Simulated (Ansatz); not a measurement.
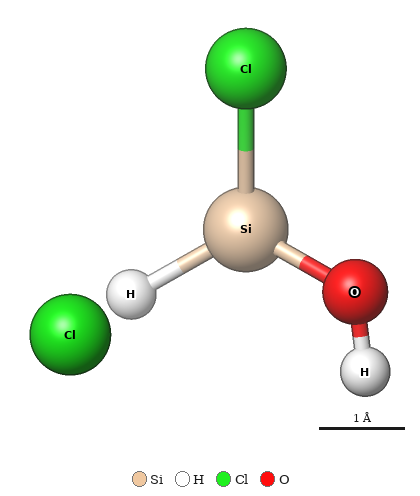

*The input geometry (ball-and-stick view, seen on its broad side).*

Bond lengths as drawn: Cl–Si 2.06 Å, H–O 0.97 Å, H–Si 1.60 Å and O–Si 1.65 Å.

Molecular dynamics of SiH₂Cl₂O (part 1 of 4)

The run: molecular dynamics of SiH₂Cl₂O. Method and program: RKS B3LYP/def2-SVP (Ansatz 0.2.0).

It belongs to a series of runs on one base structure; here: dynamics from the highest image of the converged band.

Log
```
Engine: ansatz 0.2.0, aarch64-unknown-linux-gnu
Functional definition: B3LYP
  parameter a0 = 0.2
  parameter ax = 0.72
  parameter ac = 0.81
  exchange = (1 - a0 - ax)*slater_x + ax*b88_x + a0*exact_x
  correlation = (1 - ac)*vwn_rpa_c + ac*lyp_c
766 factors; integrals over basis functions are off by at most 2.7e-4 eV
mean field evaluation 1: about -34988.0299 eV, gradient 5.1e1 eV
mean field evaluation 2: about -34971.3069 eV, gradient 1.0e2 eV
mean field evaluation 4: about -34992.6313 eV, gradient 7.4e0 eV
mean field evaluation 8: about -34992.8097 eV, gradient 2.8e-1 eV
mean field evaluation 16: about -34992.8100 eV, gradient 1.5e-5 eV
mean field -34992.80995085 eV, -1285.9620467152 hartree, gradient 1.5e-5 eV, S^2 0.000000; 0 other end points of the search recorded, 0 dependent functions left out
the calculation of the forces begins
reference -34992.81016271 eV, -1285.9620545010 hartree; 29, 29 occupied and 49, 49 virtual orbitals, 766 factors
md step     0: t =     0.00 fs  T =   300.0 K  F+E_penalty+E_count = -34992.80995085 eV  E_kin = 0.155112 eV  conserved = -34992.65483885 eV  (27 SCF iters)
these checks for a lower state are left out or cut short: starts, cluster_reference, orbital_swaps, neighbouring_geometries, increment
766 factors; integrals over basis functions are off by at most 2.7e-4 eV
mean field -34992.80410556 eV, -1285.9618319050 hartree, gradient 5.3e-5 eV, S^2 0.000000; 0 other end points of the search recorded, 0 dependent functions left out
the calculation of the forces begins
reference -34992.80431765 eV, -1285.9618396992 hartree; 29, 29 occupied and 49, 49 virtual orbitals, 766 factors
md step     1: t =     0.50 fs  T =   289.1 K  F+E_penalty+E_count = -34992.80410556 eV  E_kin = 0.149474 eV  conserved = -34992.65463161 eV  (25 SCF iters)
[... from here on the SCF iterations and repeated set-up lines of each step are left out, up to the last step ...]
md step     2: t =     1.00 fs  T =   261.5 K  F+E_penalty+E_count = -34992.78941216 eV  E_kin = 0.135186 eV  conserved = -34992.65422605 eV  (25 SCF iters)
md step     3: t =     1.50 fs  T =   228.7 K  F+E_penalty+E_count = -34992.77208200 eV  E_kin = 0.118266 eV  conserved = -34992.65381629 eV  (25 SCF iters)
md step     4: t =     2.00 fs  T =   203.1 K  F+E_penalty+E_count = -34992.75853817 eV  E_kin = 0.104997 eV  conserved = -34992.65354147 eV  (25 SCF iters)
md step     5: t =     2.50 fs  T =   192.8 K  F+E_penalty+E_count = -34992.75314328 eV  E_kin = 0.099670 eV  conserved = -34992.65347369 eV  (25 SCF iters)
md step     6: t =     3.00 fs  T =   199.9 K  F+E_penalty+E_count = -34992.75697172 eV  E_kin = 0.103341 eV  conserved = -34992.65363028 eV  (25 SCF iters)
md step     7: t =     3.50 fs  T =   219.6 K  F+E_penalty+E_count = -34992.76751834 eV  E_kin = 0.113542 eV  conserved = -34992.65397642 eV  (25 SCF iters)
md step     8: t =     4.00 fs  T =   241.6 K  F+E_penalty+E_count = -34992.77931982 eV  E_kin = 0.124908 eV  conserved = -34992.65441184 eV  (25 SCF iters)
md step     9: t =     4.50 fs  T =   253.2 K  F+E_penalty+E_count = -34992.78565245 eV  E_kin = 0.130893 eV  conserved = -34992.65475966 eV  (24 SCF iters)
md step    10: t =     5.00 fs  T =   244.8 K  F+E_penalty+E_count = -34992.78136582 eV  E_kin = 0.126561 eV  conserved = -34992.65480531 eV  (25 SCF iters)
md step    11: t =     5.50 fs  T =   216.0 K  F+E_penalty+E_count = -34992.76612279 eV  E_kin = 0.111694 eV  conserved = -34992.65442830 eV  (25 SCF iters)
md step    12: t =     6.00 fs  T =   178.3 K  F+E_penalty+E_count = -34992.74598901 eV  E_kin = 0.092210 eV  conserved = -34992.65377907 eV  (25 SCF iters)
md step    13: t =     6.50 fs  T =   150.1 K  F+E_penalty+E_count = -34992.73091336 eV  E_kin = 0.077627 eV  conserved = -34992.65328632 eV  (25 SCF iters)
md step    14: t =     7.00 fs  T =   145.0 K  F+E_penalty+E_count = -34992.72830044 eV  E_kin = 0.074966 eV  conserved = -34992.65333425 eV  (25 SCF iters)
md step    15: t =     7.50 fs  T =   161.6 K  F+E_penalty+E_count = -34992.73743341 eV  E_kin = 0.083550 eV  conserved = -34992.65388322 eV  (25 SCF iters)
md step    16: t =     8.00 fs  T =   184.8 K  F+E_penalty+E_count = -34992.75004079 eV  E_kin = 0.095531 eV  conserved = -34992.65451010 eV  (25 SCF iters)
md step    17: t =     8.50 fs  T =   196.6 K  F+E_penalty+E_count = -34992.75645287 eV  E_kin = 0.101638 eV  conserved = -34992.65481508 eV  (25 SCF iters)
md step    18: t =     9.00 fs  T =   187.5 K  F+E_penalty+E_count = -34992.75164944 eV  E_kin = 0.096951 eV  conserved = -34992.65469850 eV  (25 SCF iters)
md step    19: t =     9.50 fs  T =   160.0 K  F+E_penalty+E_count = -34992.73703863 eV  E_kin = 0.082728 eV  conserved = -34992.65431070 eV  (25 SCF iters)
md step    20: t =    10.00 fs  T =   124.8 K  F+E_penalty+E_count = -34992.71839424 eV  E_kin = 0.064524 eV  conserved = -34992.65386992 eV  (26 SCF iters)
md step    21: t =    10.50 fs  T =    94.7 K  F+E_penalty+E_count = -34992.70252075 eV  E_kin = 0.048975 eV  conserved = -34992.65354580 eV  (28 SCF iters)
md step    22: t =    11.00 fs  T =    79.5 K  F+E_penalty+E_count = -34992.69451426 eV  E_kin = 0.041083 eV  conserved = -34992.65343114 eV  (25 SCF iters)
md step    23: t =    11.50 fs  T =    82.5 K  F+E_penalty+E_count = -34992.69619388 eV  E_kin = 0.042640 eV  conserved = -34992.65355361 eV  (24 SCF iters)
md step    24: t =    12.00 fs  T =   100.1 K  F+E_penalty+E_count = -34992.70562258 eV  E_kin = 0.051739 eV  conserved = -34992.65388392 eV  (26 SCF iters)
md step    25: t =    12.50 fs  T =   122.4 K  F+E_penalty+E_count = -34992.71762439 eV  E_kin = 0.063298 eV  conserved = -34992.65432591 eV  (24 SCF iters)
md step    26: t =    13.00 fs  T =   136.8 K  F+E_penalty+E_count = -34992.72541414 eV  E_kin = 0.070709 eV  conserved = -34992.65470528 eV  (25 SCF iters)
md step    27: t =    13.50 fs  T =   132.7 K  F+E_penalty+E_count = -34992.72341567 eV  E_kin = 0.068616 eV  conserved = -34992.65479927 eV  (25 SCF iters)
md step    28: t =    14.00 fs  T =   108.7 K  F+E_penalty+E_count = -34992.71064483 eV  E_kin = 0.056182 eV  conserved = -34992.65446311 eV  (25 SCF iters)
md step    29: t =    14.50 fs  T =    75.2 K  F+E_penalty+E_count = -34992.69267210 eV  E_kin = 0.038857 eV  conserved = -34992.65381468 eV  (25 SCF iters)
md step    30: t =    15.00 fs  T =    50.8 K  F+E_penalty+E_count = -34992.67955245 eV  E_kin = 0.026279 eV  conserved = -34992.65327378 eV  (25 SCF iters)
md step    31: t =    15.50 fs  T =    50.7 K  F+E_penalty+E_count = -34992.67947382 eV  E_kin = 0.026213 eV  conserved = -34992.65326130 eV  (23 SCF iters)
md step    32: t =    16.00 fs  T =    75.1 K  F+E_penalty+E_count = -34992.69262166 eV  E_kin = 0.038833 eV  conserved = -34992.65378900 eV  (26 SCF iters)
md step    33: t =    16.50 fs  T =   109.4 K  F+E_penalty+E_count = -34992.71100988 eV  E_kin = 0.056563 eV  conserved = -34992.65444713 eV  (26 SCF iters)
md step    34: t =    17.00 fs  T =   134.7 K  F+E_penalty+E_count = -34992.72444664 eV  E_kin = 0.069640 eV  conserved = -34992.65480685 eV  (26 SCF iters)
md step    35: t =    17.50 fs  T =   139.8 K  F+E_penalty+E_count = -34992.72700652 eV  E_kin = 0.072272 eV  conserved = -34992.65473459 eV  (26 SCF iters)
md step    36: t =    18.00 fs  T =   125.7 K  F+E_penalty+E_count = -34992.71933257 eV  E_kin = 0.064967 eV  conserved = -34992.65436579 eV  (26 SCF iters)
md step    37: t =    18.50 fs  T =   102.3 K  F+E_penalty+E_count = -34992.70682565 eV  E_kin = 0.052904 eV  conserved = -34992.65392135 eV  (26 SCF iters)
md step    38: t =    19.00 fs  T =    82.6 K  F+E_penalty+E_count = -34992.69630049 eV  E_kin = 0.042723 eV  conserved = -34992.65357773 eV  (26 SCF iters)
md step    39: t =    19.50 fs  T =    76.8 K  F+E_penalty+E_count = -34992.69314450 eV  E_kin = 0.039711 eV  conserved = -34992.65343319 eV  (24 SCF iters)
md step    40: t =    20.00 fs  T =    89.2 K  F+E_penalty+E_count = -34992.69965168 eV  E_kin = 0.046133 eV  conserved = -34992.65351908 eV  (25 SCF iters)
md step    41: t =    20.50 fs  T =   117.3 K  F+E_penalty+E_count = -34992.71445998 eV  E_kin = 0.060647 eV  conserved = -34992.65381281 eV  (26 SCF iters)
md step    42: t =    21.00 fs  T =   152.2 K  F+E_penalty+E_count = -34992.73294697 eV  E_kin = 0.078716 eV  conserved = -34992.65423057 eV  (26 SCF iters)
md step    43: t =    21.50 fs  T =   181.9 K  F+E_penalty+E_count = -34992.74864980 eV  E_kin = 0.094033 eV  conserved = -34992.65461632 eV  (25 SCF iters)
md step    44: t =    22.00 fs  T =   195.4 K  F+E_penalty+E_count = -34992.75579753 eV  E_kin = 0.101035 eV  conserved = -34992.65476206 eV  (28 SCF iters)
md step    45: t =    22.50 fs  T =   189.5 K  F+E_penalty+E_count = -34992.75250766 eV  E_kin = 0.097998 eV  conserved = -34992.65450917 eV  (25 SCF iters)
md step    46: t =    23.00 fs  T =   172.3 K  F+E_penalty+E_count = -34992.74301720 eV  E_kin = 0.089100 eV  conserved = -34992.65391735 eV  (25 SCF iters)
md step    47: t =    23.50 fs  T =   160.9 K  F+E_penalty+E_count = -34992.73651441 eV  E_kin = 0.083175 eV  conserved = -34992.65333905 eV  (24 SCF iters)
md step    48: t =    24.00 fs  T =   171.3 K  F+E_penalty+E_count = -34992.74175964 eV  E_kin = 0.088562 eV  conserved = -34992.65319799 eV  (25 SCF iters)
md step    49: t =    24.50 fs  T =   207.5 K  F+E_penalty+E_count = -34992.76088625 eV  E_kin = 0.107289 eV  conserved = -34992.65359706 eV  (25 SCF iters)
md step    50: t =    25.00 fs  T =   258.6 K  F+E_penalty+E_count = -34992.78790951 eV  E_kin = 0.133695 eV  conserved = -34992.65421487 eV  (26 SCF iters)
md step    51: t =    25.50 fs  T =   307.0 K  F+E_penalty+E_count = -34992.81337852 eV  E_kin = 0.158753 eV  conserved = -34992.65462577 eV  (26 SCF iters)
md step    52: t =    26.00 fs  T =   340.6 K  F+E_penalty+E_count = -34992.83072175 eV  E_kin = 0.176084 eV  conserved = -34992.65463730 eV  (26 SCF iters)
md step    53: t =    26.50 fs  T =   357.9 K  F+E_penalty+E_count = -34992.83937167 eV  E_kin = 0.185043 eV  conserved = -34992.65432841 eV  (26 SCF iters)
md step    54: t =    27.00 fs  T =   367.3 K  F+E_penalty+E_count = -34992.84381780 eV  E_kin = 0.189922 eV  conserved = -34992.65389550 eV  (26 SCF iters)
md step    55: t =    27.50 fs  T =   381.4 K  F+E_penalty+E_count = -34992.85069104 eV  E_kin = 0.197176 eV  conserved = -34992.65351470 eV  (26 SCF iters)
md step    56: t =    28.00 fs  T =   411.4 K  F+E_penalty+E_count = -34992.86597717 eV  E_kin = 0.212687 eV  conserved = -34992.65329056 eV  (25 SCF iters)
md step    57: t =    28.50 fs  T =   464.1 K  F+E_penalty+E_count = -34992.89324535 eV  E_kin = 0.239977 eV  conserved = -34992.65326797 eV  (26 SCF iters)
md step    58: t =    29.00 fs  T =   540.5 K  F+E_penalty+E_count = -34992.93288696 eV  E_kin = 0.279447 eV  conserved = -34992.65344019 eV  (25 SCF iters)
md step    59: t =    29.50 fs  T =   635.3 K  F+E_penalty+E_count = -34992.98220739 eV  E_kin = 0.328452 eV  conserved = -34992.65375567 eV  (26 SCF iters)
md step    60: t =    30.00 fs  T =   739.2 K  F+E_penalty+E_count = -34993.03632121 eV  E_kin = 0.382215 eV  conserved = -34992.65410605 eV  (24 SCF iters)
md step    61: t =    30.50 fs  T =   842.6 K  F+E_penalty+E_count = -34993.08996513 eV  E_kin = 0.435639 eV  conserved = -34992.65432601 eV  (25 SCF iters)
md step    62: t =    31.00 fs  T =   939.7 K  F+E_penalty+E_count = -34993.14012088 eV  E_kin = 0.485875 eV  conserved = -34992.65424620 eV  (25 SCF iters)
md step    63: t =    31.50 fs  T =  1034.2 K  F+E_penalty+E_count = -34993.18853605 eV  E_kin = 0.534716 eV  conserved = -34992.65382048 eV  (24 SCF iters)
md step    64: t =    32.00 fs  T =  1139.1 K  F+E_penalty+E_count = -34993.24220853 eV  E_kin = 0.588954 eV  conserved = -34992.65325472 eV  (24 SCF iters)
md step    65: t =    32.50 fs  T =  1271.0 K  F+E_penalty+E_count = -34993.31010468 eV  E_kin = 0.657155 eV  conserved = -34992.65294974 eV  (25 SCF iters)
md step    66: t =    33.00 fs  T =  1438.9 K  F+E_penalty+E_count = -34993.39718251 eV  E_kin = 0.743992 eV  conserved = -34992.65319048 eV  (24 SCF iters)
md step    67: t =    33.50 fs  T =  1637.0 K  F+E_penalty+E_count = -34993.50024453 eV  E_kin = 0.846371 eV  conserved = -34992.65387310 eV  (25 SCF iters)
md step    68: t =    34.00 fs  T =  1846.7 K  F+E_penalty+E_count = -34993.60944013 eV  E_kin = 0.954834 eV  conserved = -34992.65460614 eV  (25 SCF iters)
md step    69: t =    34.50 fs  T =  2048.1 K  F+E_penalty+E_count = -34993.71401386 eV  E_kin = 1.058959 eV  conserved = -34992.65505514 eV  (24 SCF iters)
md step    70: t =    35.00 fs  T =  2228.6 K  F+E_penalty+E_count = -34993.80741455 eV  E_kin = 1.152271 eV  conserved = -34992.65514355 eV  (25 SCF iters)
md step    71: t =    35.50 fs  T =  2386.1 K  F+E_penalty+E_count = -34993.88871195 eV  E_kin = 1.233726 eV  conserved = -34992.65498566 eV  (24 SCF iters)
md step    72: t =    36.00 fs  T =  2526.3 K  F+E_penalty+E_count = -34993.96095608 eV  E_kin = 1.306203 eV  conserved = -34992.65475352 eV  (24 SCF iters)
md step    73: t =    36.50 fs  T =  2657.3 K  F+E_penalty+E_count = -34994.02852167 eV  E_kin = 1.373943 eV  conserved = -34992.65457887 eV  (24 SCF iters)
md step    74: t =    37.00 fs  T =  2785.8 K  F+E_penalty+E_count = -34994.09491737 eV  E_kin = 1.440373 eV  conserved = -34992.65454434 eV  (24 SCF iters)
md step    75: t =    37.50 fs  T =  2914.2 K  F+E_penalty+E_count = -34994.16143720 eV  E_kin = 1.506760 eV  conserved = -34992.65467697 eV  (24 SCF iters)
md step    76: t =    38.00 fs  T =  3039.8 K  F+E_penalty+E_count = -34994.22664842 eV  E_kin = 1.571685 eV  conserved = -34992.65496390 eV  (24 SCF iters)
md step    77: t =    38.50 fs  T =  3155.0 K  F+E_penalty+E_count = -34994.28660981 eV  E_kin = 1.631264 eV  conserved = -34992.65534534 eV  (25 SCF iters)
md step    78: t =    39.00 fs  T =  3249.7 K  F+E_penalty+E_count = -34994.33591801 eV  E_kin = 1.680221 eV  conserved = -34992.65569699 eV  (25 SCF iters)
md step    79: t =    39.50 fs  T =  3314.8 K  F+E_penalty+E_count = -34994.36974244 eV  E_kin = 1.713901 eV  conserved = -34992.65584162 eV  (24 SCF iters)
md step    80: t =    40.00 fs  T =  3347.8 K  F+E_penalty+E_count = -34994.38657397 eV  E_kin = 1.730948 eV  conserved = -34992.65562550 eV  (25 SCF iters)
md step    81: t =    40.50 fs  T =  3356.3 K  F+E_penalty+E_count = -34994.39040980 eV  E_kin = 1.735342 eV  conserved = -34992.65506822 eV  (24 SCF iters)
md step    82: t =    41.00 fs  T =  3357.1 K  F+E_penalty+E_count = -34994.39019079 eV  E_kin = 1.735730 eV  conserved = -34992.65446125 eV  (24 SCF iters)
md step    83: t =    41.50 fs  T =  3367.4 K  F+E_penalty+E_count = -34994.39528050 eV  E_kin = 1.741061 eV  conserved = -34992.65421933 eV  (29 SCF iters)
md step    84: t =    42.00 fs  T =  3394.0 K  F+E_penalty+E_count = -34994.40936658 eV  E_kin = 1.754848 eV  conserved = -34992.65451894 eV  (30 SCF iters)
md step    85: t =    42.50 fs  T =  3428.8 K  F+E_penalty+E_count = -34994.42793008 eV  E_kin = 1.772809 eV  conserved = -34992.65512097 eV  (30 SCF iters)
md step    86: t =    43.00 fs  T =  3454.6 K  F+E_penalty+E_count = -34994.44174583 eV  E_kin = 1.786142 eV  conserved = -34992.65560426 eV  (29 SCF iters)
md step    87: t =    43.50 fs  T =  3457.0 K  F+E_penalty+E_count = -34994.44313283 eV  E_kin = 1.787414 eV  conserved = -34992.65571844 eV  (27 SCF iters)
md step    88: t =    44.00 fs  T =  3431.8 K  F+E_penalty+E_count = -34994.42988923 eV  E_kin = 1.774400 eV  conserved = -34992.65548910 eV  (31 SCF iters)
md step    89: t =    44.50 fs  T =  3384.8 K  F+E_penalty+E_count = -34994.40515270 eV  E_kin = 1.750057 eV  conserved = -34992.65509580 eV  (31 SCF iters)
md step    90: t =    45.00 fs  T =  3326.7 K  F+E_penalty+E_count = -34994.37477791 eV  E_kin = 1.720054 eV  conserved = -34992.65472429 eV  (31 SCF iters)
md step    91: t =    45.50 fs  T =  3268.5 K  F+E_penalty+E_count = -34994.34442090 eV  E_kin = 1.689921 eV  conserved = -34992.65449982 eV  (31 SCF iters)
md step    92: t =    46.00 fs  T =  3216.4 K  F+E_penalty+E_count = -34994.31747468 eV  E_kin = 1.662993 eV  conserved = -34992.65448170 eV  (31 SCF iters)
md step    93: t =    46.50 fs  T =  3170.7 K  F+E_penalty+E_count = -34994.29405107 eV  E_kin = 1.639376 eV  conserved = -34992.65467491 eV  (31 SCF iters)
md step    94: t =    47.00 fs  T =  3125.2 K  F+E_penalty+E_count = -34994.27089022 eV  E_kin = 1.615858 eV  conserved = -34992.65503195 eV  (31 SCF iters)
md step    95: t =    47.50 fs  T =  3068.9 K  F+E_penalty+E_count = -34994.24218504 eV  E_kin = 1.586745 eV  conserved = -34992.65543955 eV  (30 SCF iters)
md step    96: t =    48.00 fs  T =  2989.7 K  F+E_penalty+E_count = -34994.20148228 eV  E_kin = 1.545773 eV  conserved = -34992.65570923 eV  (31 SCF iters)
md step    97: t =    48.50 fs  T =  2880.0 K  F+E_penalty+E_count = -34994.14467937 eV  E_kin = 1.489055 eV  conserved = -34992.65562478 eV  (30 SCF iters)
md step    98: t =    49.00 fs  T =  2742.9 K  F+E_penalty+E_count = -34994.07328492 eV  E_kin = 1.418208 eV  conserved = -34992.65507741 eV  (29 SCF iters)
md step    99: t =    49.50 fs  T =  2594.8 K  F+E_penalty+E_count = -34993.99583181 eV  E_kin = 1.341592 eV  conserved = -34992.65423948 eV  (29 SCF iters)
md step   100: t =    50.00 fs  T =  2459.3 K  F+E_penalty+E_count = -34993.92509329 eV  E_kin = 1.271547 eV  conserved = -34992.65354652 eV  (29 SCF iters)
md step   101: t =    50.50 fs  T =  2356.2 K  F+E_penalty+E_count = -34993.87161551 eV  E_kin = 1.218250 eV  conserved = -34992.65336573 eV  (29 SCF iters)
md step   102: t =    51.00 fs  T =  2291.4 K  F+E_penalty+E_count = -34993.83840475 eV  E_kin = 1.184758 eV  conserved = -34992.65364687 eV  (30 SCF iters)
md step   103: t =    51.50 fs  T =  2258.3 K  F+E_penalty+E_count = -34993.82160789 eV  E_kin = 1.167609 eV  conserved = -34992.65399880 eV  (29 SCF iters)
md step   104: t =    52.00 fs  T =  2247.5 K  F+E_penalty+E_count = -34993.81612813 eV  E_kin = 1.162040 eV  conserved = -34992.65408833 eV  (29 SCF iters)
md step   105: t =    52.50 fs  T =  2256.6 K  F+E_penalty+E_count = -34993.82061069 eV  E_kin = 1.166734 eV  conserved = -34992.65387656 eV  (25 SCF iters)
md step   106: t =    53.00 fs  T =  2291.3 K  F+E_penalty+E_count = -34993.83824270 eV  E_kin = 1.184702 eV  conserved = -34992.65354030 eV  (30 SCF iters)
md step   107: t =    53.50 fs  T =  2361.4 K  F+E_penalty+E_count = -34993.87423452 eV  E_kin = 1.220944 eV  conserved = -34992.65329032 eV  (29 SCF iters)
md step   108: t =    54.00 fs  T =  2474.3 K  F+E_penalty+E_count = -34993.93259499 eV  E_kin = 1.279331 eV  conserved = -34992.65326388 eV  (31 SCF iters)
md step   109: t =    54.50 fs  T =  2631.1 K  F+E_penalty+E_count = -34994.01390609 eV  E_kin = 1.360396 eV  conserved = -34992.65350978 eV  (29 SCF iters)
md step   110: t =    55.00 fs  T =  2824.6 K  F+E_penalty+E_count = -34994.11445736 eV  E_kin = 1.460445 eV  conserved = -34992.65401238 eV  (30 SCF iters)
md step   111: t =    55.50 fs  T =  3039.9 K  F+E_penalty+E_count = -34994.22647517 eV  E_kin = 1.571770 eV  conserved = -34992.65470476 eV  (30 SCF iters)
md step   112: t =    56.00 fs  T =  3256.6 K  F+E_penalty+E_count = -34994.33925265 eV  E_kin = 1.683792 eV  conserved = -34992.65546039 eV  (29 SCF iters)
md step   113: t =    56.50 fs  T =  3452.7 K  F+E_penalty+E_count = -34994.44127895 eV  E_kin = 1.785201 eV  conserved = -34992.65607775 eV  (29 SCF iters)
```
